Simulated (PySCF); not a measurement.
**UPBE0/STO-6G run of SiClF2 (SMILES F[Si](F)Cl)**

What is the energy change on altering one bond length of SiClF2 at UPBE0/STO-6G? The job is set up through a Python script.

The results are computed with PySCF 2.14.0.

9 further runs of the same task are left out: 1 that didn't finish, 8 set aside as unsound or not needed.

### 1 The system as given

SiClF2 has 4 atoms, charge 0, and is taken as a doublet. SMILES: `F[Si](F)Cl`. Geometry: relaxed at PBE0-D4/def2-TZVP.

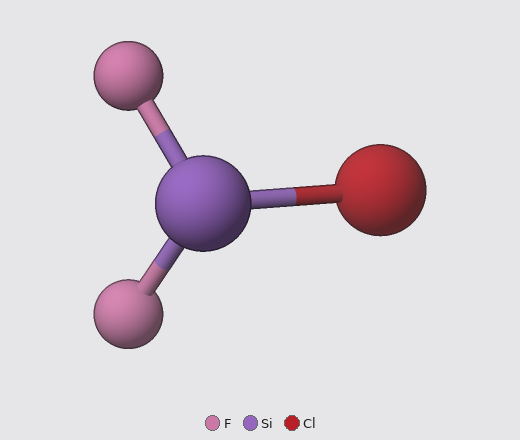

Viewed from a chosen angle; fluorine pink, silicon purple, chlorine red.

### 2 The energy at UPBE0/STO-6G

The input, input.py:

```python
# F[Si](F)Cl
from pyscf import gto, dft

mol = gto.Mole()
mol.atom = '''
F    1.308200   0.129000   0.798000
Si   0.221200  -0.316500  -0.265700
F   -0.871800  -1.157400   0.514900
Cl  -0.657600   1.344900  -1.047300
'''
mol.spin = 1
mol.verbose = 3
mol.basis = 'sto-6g'
mol.max_memory = 1860
mol.build()

myscf = dft.UKS(mol, xc='pbe0')
myscf.conv_tol = 1e-10
myscf.grids.level = 5
myscf.kernel()
if not myscf.converged:
    myscf = myscf.newton().run(myscf.mo_coeff, myscf.mo_occ)

etot = myscf.e_tot
print('Final energy', etot)
```

Launch:

```bash
OMP_NUM_THREADS=1 python input.py
```

What it wrote:

```text
WARN: HOMO -0.200859263944325 >= LUMO -0.200859263944323

converged SCF energy = -945.321138831838  <S^2> = 0.75186822  2S+1 = 2.0018673
Final energy -945.3211388318376
```

Wall time 8.4 s (1 thread of Arm Neoverse V1, shared host); peak memory 0.24 GiB.

### 3 The distorted shape, same level

The input, mol.xyz:

```xyz
4

F      1.851731     0.351763     1.329880
Si     0.221200    -0.316500    -0.265700
F     -0.871800    -1.157400     0.514900
Cl    -0.657600     1.344900    -1.047300
```

The input, calc.py:

```python
from pyscf import gto, dft

system = gto.M(
    atom='mol.xyz',
    basis='sto-6g',
    verbose=4,
    max_memory=1860,
    spin=1,
)

myscf = dft.UKS(system)
myscf.xc = 'pbe0'
myscf.grids.level = 5
myscf.conv_tol = 1e-10
myscf.kernel()
if not myscf.converged:
    myscf = myscf.newton().run(myscf.mo_coeff, myscf.mo_occ)

e_final = myscf.e_tot
print('E(%s) = %.9f' % ('PBE0', e_final))
```

Launch:

```bash
OMP_NUM_THREADS=1 python calc.py
```

What it wrote:

```text
PySCF version 2.14.0

[INPUT] num. atoms = 4
[INPUT] num. electrons = 49
[INPUT] charge = 0
[INPUT] spin (= nelec alpha-beta = 2S) = 1
[INPUT] symmetry False subgroup None
[INPUT] Mole.unit = angstrom
[INPUT] Symbol           X                Y                Z      unit          X                Y                Z       unit  Magmom
[INPUT]  1 F      1.851731000000   0.351763000000   1.329880000000 AA    3.499264446367   0.664735730755   2.513108978537 Bohr   0.0
[INPUT]  2 Si     0.221200000000  -0.316500000000  -0.265700000000 AA    0.418007418754  -0.598098318425  -0.502100231297 Bohr   0.0
[INPUT]  3 F     -0.871800000000  -1.157400000000   0.514900000000 AA   -1.647463235396  -2.187169016572   0.973019981539 Bohr   0.0
[INPUT]  4 Cl    -0.657600000000   1.344900000000  -1.047300000000 AA   -1.242683899514   2.541492664928  -1.979110170257 Bohr   0.0

nuclear repulsion = 195.201472419219
number of shells = 16
number of NR pGTOs = 168
number of NR cGTOs = 28
basis = sto-6g
ecp = {}

******** <class 'pyscf.dft.uks.UKS'> ********
method = UKS
initial guess = minao
damping factor = 0
level_shift factor = 0
DIIS = <class 'pyscf.scf.diis.CDIIS'>
diis_start_cycle = 1
diis_space = 8
diis_damp = 0
SCF conv_tol = 1e-10
SCF conv_tol_grad = None
SCF max_cycles = 50
direct_scf = True
direct_scf_tol = 1e-13
number electrons alpha = 25  beta = 24
XC library pyscf.dft.libxc version 7.0.0
    S. Lehtola, C. Steigemann, M. J.T. Oliveira, and M. A.L. Marques.,  SoftwareX 7, 1–5 (2018)
XC functionals = pbe0
radial grids:
    Treutler-Ahlrichs [JCP 102, 346 (1995); DOI:10.1063/1.469408] (M4) radial grids

[... 101 lines left out ...]
converged SCF energy = -945.226397985492  <S^2> = 0.79006269  2S+1 = 2.0396693
E(PBE0) = -945.226397985
```

It took 15 s on 1 thread of Arm Neoverse V1, shared host; peak memory 0.24 GiB.

### 4 Results

Level: UPBE0/STO-6G.

```
                                                          quantity          value
                                         first shape: total energy  -945.32114 Eh
                                        first shape: dipole moment         2.45 D
                   first shape: HOMO energy (highest over α and β)       -3.86 eV
                    first shape: LUMO energy (lowest over α and β)       -0.16 eV
                                                 first shape: ⟨S²⟩          0.752
                                     distorted shape: total energy  -945.22640 Eh
                                    distorted shape: dipole moment         2.19 D
               distorted shape: HOMO energy (highest over α and β)       -4.57 eV
                distorted shape: LUMO energy (lowest over α and β)       -0.53 eV
                                             distorted shape: ⟨S²⟩          0.790
energy change with the F1–Si2 bond stretched from 1.585 to 2.377 Å       2.578 eV
```

What this shows: With the F1–Si2 bond stretched from 1.585 to 2.377 Å the energy rises by 2.58 eV (59 kcal/mol). The first shape isn't relaxed at this level, so the change isn't measured from a minimum. The minimal basis adds a large error of its own. Mulliken charges (first shape) run from -0.37 on Cl4 to +0.82 on Si2; they depend strongly on the basis.
